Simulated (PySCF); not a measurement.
Cyclopentasilane, SMILES [SiH2]1[SiH2][SiH2][SiH2][SiH2]1 (H10Si5) at its GFN2-xTB optimised geometry (Å):

```
15

Si    -1.8896    -2.0737     1.1676
Si    -1.8501    -2.1070    -1.1677
Si    -0.4344    -0.3950    -1.8897
Si     0.4217     0.6786     0.0000
Si    -0.4352    -0.3945     1.8896
H     -3.2502    -1.8501     1.6721
H     -1.5290    -3.3798     1.7321
H     -3.1980    -1.9634    -1.7308
H     -1.4084    -3.4124    -1.6739
H     -1.1388     0.5471    -2.7679
H      0.6415    -0.9142    -2.7429
H      0.0825     2.1070     0.0000
H      1.8896     0.6786     0.0000
H      0.6421    -0.9470     2.7202
H     -1.1063     0.5511     2.7896
```

Calculation: PBE0/def2-TZVP (PySCF 2.14.0). Cells within 0.4 Å of a nucleus heavier than hydrogen are left out (blank, or x).

Map of the LUMO amplitude (bohr^(-3/2)) on the plane z = 0.0 Å; orbital energy -1.67 eV, overall sign arbitrary:

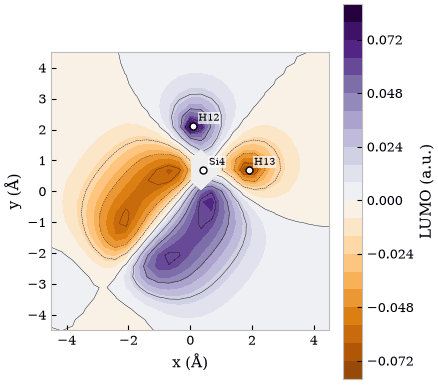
Figure: LUMO amplitude (bohr^(-3/2)) on the plane z = 0.0 Å.
